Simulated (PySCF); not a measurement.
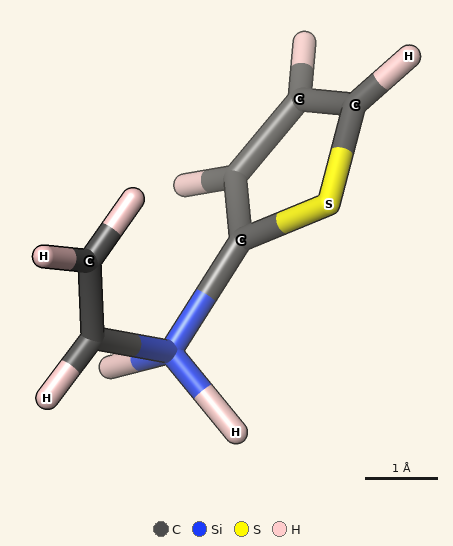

Fig. 1: The input geometry (stick view, seen at a tilt). Bond lengths as drawn: C–C 1.32 to 1.41 Å, C–H 1.07 to 1.08 Å, C–S 1.72 to 1.74 Å, C–Si 1.88 Å and H–Si 1.47 Å.

Excited-state calculation of C6H8SSi

- system: C6H8SSi, SMILES C=C[SiH2]c1cccs1
- method: TDA PBE0/def2-SVP, vertical, gas phase, core orbitals frozen in the response (PySCF 2.14.0)

The geometry comes from this level: GFN2-xTB. It belongs to a series of runs on one base structure; here: PBE0/def2-SVP; 1 states, TDA.

Input
```
{"job": {"kind": "uv", "xc": "PBE0", "basis": "def2-SVP", "nstates": 1, "ntriplets": 5, "tda": true}, "charge": 0, "multiplicity": 1}
C     -2.208764     1.372445     0.793655
C     -2.505102     0.144404     0.396979
Si    -1.253544    -1.210342     0.010838
C      0.489791    -0.556726     0.233793
C      1.457976    -0.359809    -0.706517
C      2.665411     0.153653    -0.187791
C      2.607826     0.345482     1.154952
S      1.080360    -0.100697     1.801494
H     -1.188167     1.693047     0.929922
H     -2.962856     2.115577     1.006392
H     -3.550322    -0.119283     0.281249
H     -1.465748    -2.343512     0.921176
H     -1.381835    -1.635416    -1.388584
H      1.305935    -0.579086    -1.748704
H      3.533393     0.367990    -0.786015
H      3.368047     0.721217     1.810716
```

The first line tells a small driver script what to run in PySCF; the rest is the geometry in Å.

Command:
```bash
OMP_NUM_THREADS=1 python <driver script> task.json out
```

Output
```
coarse grid: 14728 points
cycle   1  E = -920.0262662114  dE =  1.104e+00  |g| = 3.891e-01  |ddm| = 4.422e+00
cycle   2  E = -920.0026111855  dE =  2.366e-02  |g| = 4.822e-01  |ddm| = 9.649e-01
cycle   3  E = -920.0669818145  dE = -6.437e-02  |g| = 9.118e-02  |ddm| = 6.534e-01
cycle   4  E = -920.0692440185  dE = -2.262e-03  |g| = 3.415e-02  |ddm| = 1.697e-01
cycle   5  E = -920.0695648556  dE = -3.208e-04  |g| = 8.281e-03  |ddm| = 4.402e-02
cycle   6  E = -920.0695813802  dE = -1.652e-05  |g| = 3.641e-03  |ddm| = 1.453e-02
cycle   7  E = -920.0695849352  dE = -3.555e-06  |g| = 8.760e-04  |ddm| = 4.700e-03
final grid: 133896 points
cycle   8  E = -920.1773006246  dE = -1.692e-05  |g| = 9.431e-03  |ddm| = 2.959e-02
cycle   9  E = -920.1772719713  dE =  2.865e-05  |g| = 1.360e-02  |ddm| = 2.605e-02
cycle  10  E = -920.1773249139  dE = -5.294e-05  |g| = 1.688e-03  |ddm| = 1.803e-02
cycle  11  E = -920.1773257595  dE = -8.456e-07  |g| = 3.029e-04  |ddm| = 2.367e-03
cycle  12  E = -920.1773257817  dE = -2.221e-08  |g| = 1.081e-04  |ddm| = 4.349e-04
cycle  13  E = -920.1773257846  dE = -2.926e-09  |g| = 3.545e-05  |ddm| = 1.494e-04
cycle  14  E = -920.1773257849  dE = -2.663e-10  |g| = 1.837e-05  |ddm| = 5.375e-05
```

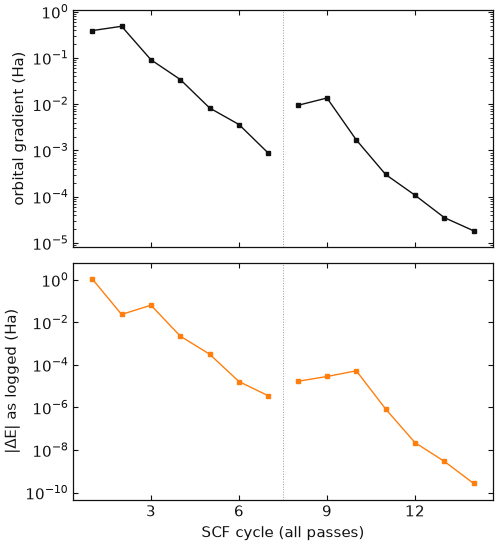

Fig. 2: Convergence of the self-consistent field: orbital gradient and size of the energy change against the SCF cycle. The dotted line marks the change from a coarse to the final integration grid. The first 7 cycles use a coarse grid, the final grid takes over at cycle 8, and the field converges after 14 cycles in all.

```
converged SCF energy = -920.1773257849

Static polarisability (au): isotropic 96.362, principal 72.504 96.919 119.662

Singlet excitations
state   eV       nm        f      main configurations
  1   5.8606    211.6   0.01111   H->L+1 0.89

Triplet excitations (Tamm-Dancoff, eV): 3.7361 4.3170 4.4853 5.7106 6.0038
```

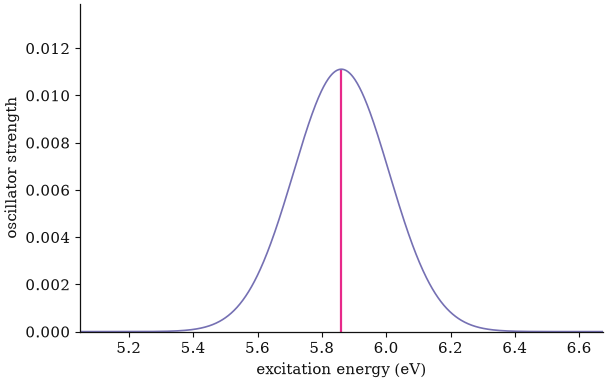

Fig. 3: Computed excitations as sticks (degenerate states added up, dark ones marked on the axis), with a Gaussian envelope of 0.35 eV full width at half maximum, scaled to the tallest. Of the 1 states the lowest lies at 5.86 eV (f = 0.011); the strongest line is at 5.86 eV, or 212 nm (f = 0.011).

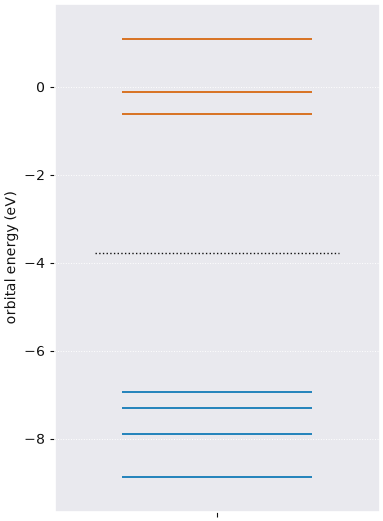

Fig. 4: Orbital energies near the frontier; the dotted line parts filled from empty levels, and levels within 0.02 eV of each other stand side by side. Highest filled −6.94 eV, lowest empty −0.63 eV, 6.31 eV apart.

Key numbers

| quantity | value |
| --- | --- |
| outcome | converged |
| total energy | −920.177326 hartree |
| HOMO | −6.94 eV |
| LUMO | −0.63 eV |
| dipole moment | 0.79 D |
| mean polarisability | 96.36 a.u. |
| lowest singlet excitation | 5.86 eV |
| hardware | 1 CPU thread, shared host |
| wall time | 18 s |
| peak memory | 0.74 GiB |

Settings chosen away from the usual ones: PBE0/def2-SVP; 1 states, TDA.
